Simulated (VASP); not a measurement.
Band structure of Cu2S (space group C2/c). All values below come from PBEsol GGA, VASP's PBE PAW potentials (set 64) (plane waves; VASP).

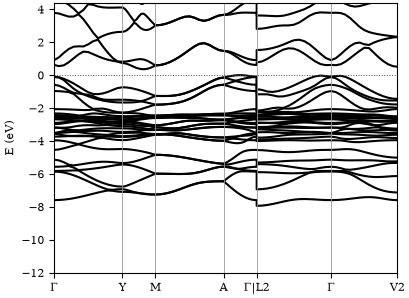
Figure. Bands along high-symmetry lines, zero at the valence-band maximum or, without a gap, the Fermi level

Q: Read the plot: is there a gap, and where are the band edges?

A: The gap is indirect, 0.36 eV, from the valence maximum at A-Γ at 0.50 to the conduction minimum at Y-M at 0.64. (Edges off the drawn lines would not show.)

The structure comes from a computed database's Cu2S entry (C2/c); how it stands against other phases isn't given here. It was relaxed first.
